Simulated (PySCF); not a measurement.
C4H6, SMILES `CC1=CC1`.

Level of theory: BHandHLYP/def2-SVPD (PySCF), at a geometry from GFN2-xTB. No frequency check shows the geometry to be a minimum.

Geometry (Å), atoms numbered from 1:

```
C1      -1.6167   -0.0649    0.0000
C2      -0.1606    0.0955   -0.0001
C3       0.9238    0.8100   -0.0000
C4       1.1256   -0.6801   -0.0001
H5      -2.1138    0.9037   -0.0004
H6      -1.9284   -0.6270    0.8811
H7      -1.9285   -0.6276   -0.8806
H8       1.4263    1.7448    0.0000
H9       1.4559   -1.1787   -0.9062
H10      1.4560   -1.1780    0.9069
```

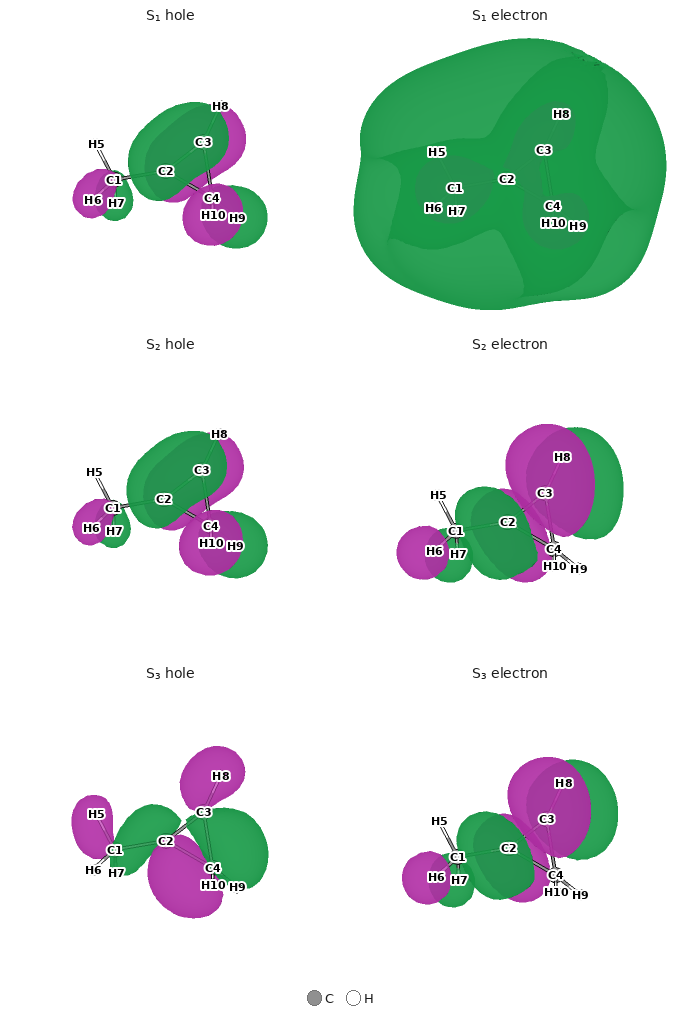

Leading natural transition orbitals (TDA singlet states).

Question: Describe these excited states.

Answer: By state:
- S₁: 6.77 eV (183 nm), f = 0.000 (dark), diffuse (Rydberg-like) orbital; the leading pair carries 99 %; hole on C3 (34 %), C2 (28 %) and C4 (13 %), electron on C3 (12 %), H6 and H7 (11 % each) and H5, H8, H9 and H10 (10 % each) (atom shares of so diffuse an orbital are rough); their centroids lie 0.7 Å apart.
- S₂: 6.90 eV (180 nm), f = 0.180 (bright); the leading pair carries 91 %; hole on C3 (32 %), C2 (26 %) and C4 (16 %), electron on C3 (33 %), C2 (29 %) and H8 (10 %); their centroids lie 0.4 Å apart; S₃ lies within 0.1 eV of it.
- S₃: 6.96 eV (178 nm), f = 0.003; the leading pair carries 98 %; hole on C4 (40 %), C2 (20 %) and C3 (17 %), electron on C3 (36 %), C2 (33 %) and H8 (8 %); their centroids lie 0.6 Å apart; S₂ lies within 0.1 eV of it.
